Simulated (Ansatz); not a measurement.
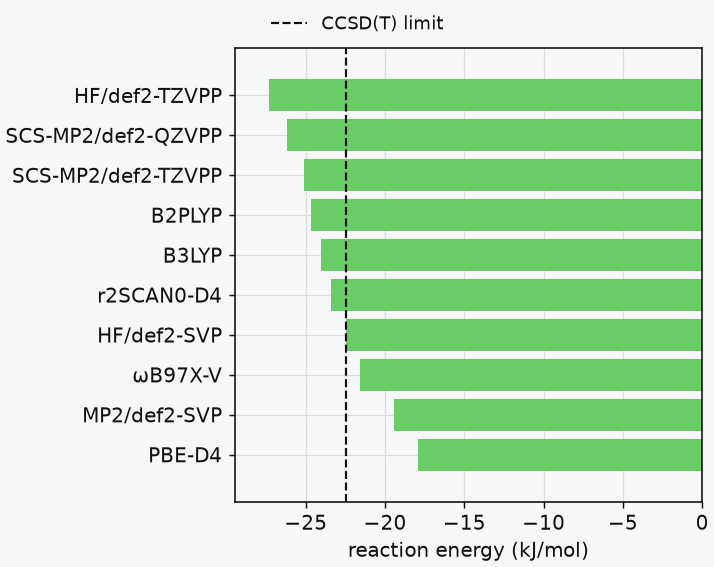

Electronic reaction energy of Si₃H₈SO (O[SiH](S)[SiH2][SiH3]) + PH₃ (P) → SiPH₅SO (O[SiH](P)S) + Si₂H₆ ([SiH3][SiH3]) (SMILES in brackets) at several levels (functionals in def2-TZVPP unless a basis is named), isolated molecules at PBE0-D4 triple-zeta geometries, minima by their frequencies, no zero-point or thermal terms, the Ansatz code 0.2.0. The line is frozen-core CCSD(T) at the basis limit (MP2 extrapolated from triple and quadruple zeta, plus CCSD(T) less MP2 in a smaller set). B2PLYP holds a correlation term that converges slowly with the basis, so part of the distance to the limit is basis error. No dispersion term is added to B2PLYP and B3LYP. The distance of SCS-MP2/def2-QZVPP, SCS-MP2/def2-TZVPP, HF/def2-SVP and MP2/def2-SVP to the limit includes basis error.

Question: What do zero-point energy and temperature add?

Answer: Zero-point change 2.5 kJ/mol; at 298.15 K and 1 bar the CCSD(T) limit plus thermal terms gives an enthalpy of reaction of −23.0 and a free energy of −17.7 kJ/mol (harmonic PBE0-D4 modes, ideal gas).

Question: Give the values.

Answer:
```
             level  kJ/mol  less CCSD(T) limit
     HF/def2-TZVPP   −27.3                −4.8
SCS-MP2/def2-QZVPP   −26.2                −3.7
SCS-MP2/def2-TZVPP   −25.1                −2.7
            B2PLYP   −24.7                −2.2
             B3LYP   −24.0                −1.6
        r2SCAN0-D4   −23.4                −0.9
       HF/def2-SVP   −22.4                 0.0
           ωB97X-V   −21.6                 0.9
      MP2/def2-SVP   −19.5                 3.0
            PBE-D4   −17.9                 4.5
     CCSD(T) limit   −22.5                 0.0
```

Caveats: one conformer of each flexible molecule.
